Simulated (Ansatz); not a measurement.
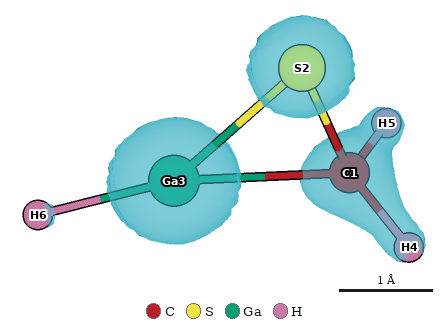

*CH3GaS (SMILES [CH2]1[S][GaH]1). Isosurface of the total electron density at 1.5 e/Å³ (cyan), seen at an oblique angle.*

Geometry: PBE0-D4/def2-TZVP.

The calculation used RKS PBE0-D4/def2-TZVPP (Ansatz 0.2.0).

```yaml
atoms:
  - { symbol: C, position_ang: [-0.3832, -0.0101, -0.7325] }
  - { symbol: S, position_ang: [0.6044, -1.5079, -0.1540] }
  - { symbol: Ga, position_ang: [0.3936, 0.3066, 1.0068] }
  - { symbol: H, position_ang: [-1.4449, -0.2146, -0.8320] }
  - { symbol: H, position_ang: [0.0371, 0.4595, -1.6166] }
  - { symbol: H, position_ang: [0.7930, 0.9666, 2.3283] }
```

Q: What does this surface tell about the bonding?

A: At this value the surface falls into four separate pieces. It bridges the sampled C–H (1.09 Å) contacts, where the density stays above the isovalue. It is pinched off along the sampled C–S (1.89 Å), C–Ga (1.93 Å) and Ga–S (2.16 Å) contacts. On the grid the lowest density along these lines, outside the cores, is 1 e/Å³ (C–S, 1.89 Å), 0.79 e/Å³ (C–Ga, 1.93 Å), 0.65 e/Å³ (Ga–S, 2.16 Å) and 1.9 e/Å³ (C–H, 1.09 Å).
